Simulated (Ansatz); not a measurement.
Single-point calculation, with input and output: C$_{2}$H$_{6}$Sn

The run: single-point calculation of C$_{2}$H$_{6}$Sn, SMILES C=[CH][SnH3]. Method and program: direct RPA on PBE orbitals, frozen core/def2-TZVPP (Ansatz 0.2.0).

The geometry comes from this level: PBE0-D4/def2-TZVP.

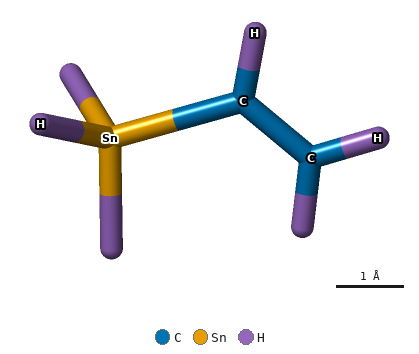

**Figure 1.** The input geometry (stick view, seen at a tilt). Sticks mark near contacts. Bond lengths as drawn: C–C 1.33 Å, C–H 1.09 Å, C–Sn 2.12 Å and H–Sn 1.71 Å.

### Summary

```json
{"quantity": "outcome", "value": "converged"}
{"quantity": "total energy", "value": "−7988.7068 eV"}
{"quantity": "mean-field energy", "value": "−7959.6514 eV"}
{"quantity": "SCF solution under orbital rotations", "value": "stable"}
{"quantity": "hardware", "value": "2 CPU threads, shared host"}
{"quantity": "wall time", "value": "3.3 s (CPU time 6.2 s)"}
{"quantity": "peak memory", "value": "0.43 GiB"}
```

### Input
```yaml
crystal:
  periodic: [false, false, false]
  atoms:
    - {symbol: C, position_ang: [-0.820649, 0.882866, -1.130094]}
    - {symbol: C, position_ang: [0.134455, 0.815762, -0.210600]}
    - {symbol: Sn, position_ang: [0.550810, -0.958283, 0.881409]}
    - {symbol: H, position_ang: [-1.448190, 0.031415, -1.379661]}
    - {symbol: H, position_ang: [-1.023132, 1.798151, -1.681829]}
    - {symbol: H, position_ang: [0.728250, 1.704242, -0.007399]}
    - {symbol: H, position_ang: [2.163020, -1.459547, 0.619731]}
    - {symbol: H, position_ang: [-0.528822, -2.163428, 0.335577]}
    - {symbol: H, position_ang: [0.332758, -0.697479, 2.555768]}
basis:
  gaussian: {orbitals: def2-TZVPP}
hamiltonian: {xc: pbe}
correlation: {method: rpa}
```

### Log
```
Functional definition: PBE
  name "PBE"
  cite "Perdew, Burke & Ernzerhof, Phys. Rev. Lett. 77, 3865 (1996) doi:10.1103/PhysRevLett.77.3865"
  parent pbe
  parameter kappa = 0.804
  parameter beta = 0.06672455060314922
  exchange = pbe_x(kappa = kappa, mu = beta*pi^2/3)
  correlation = pbe_c(beta = beta)
1299 factors; integrals over basis functions are off by at most 1.2e-3 eV
mean field evaluation 1: about -7989.2091 eV, gradient 6.3e1 eV
mean field evaluation 2: about -7989.1985 eV, gradient 6.3e1 eV
mean field evaluation 4: about -7998.7707 eV, gradient 1.2e1 eV
mean field evaluation 8: about -7999.2580 eV, gradient 1.7e-1 eV
mean field evaluation 16: about -7999.2575 eV, gradient 2.5e-5 eV
mean field -7999.25749805 eV, -293.9672909620 hartree, gradient 2.9e-6 eV, S^2 0.000000; 0 other end points of the search recorded, 0 dependent functions left out
6 core orbitals not correlated: weight in the atoms' cores, before any rotation towards them, 1.000 or more for the frozen orbitals, at most 0.000 for the correlated occupied ones
reference -7959.65141808 eV, -292.5117943691 hartree; 14, 14 occupied and 176, 176 virtual orbitals, 1299 factors
Total energy: -7988.70679326 eV, -293.5795597124 hartree
```
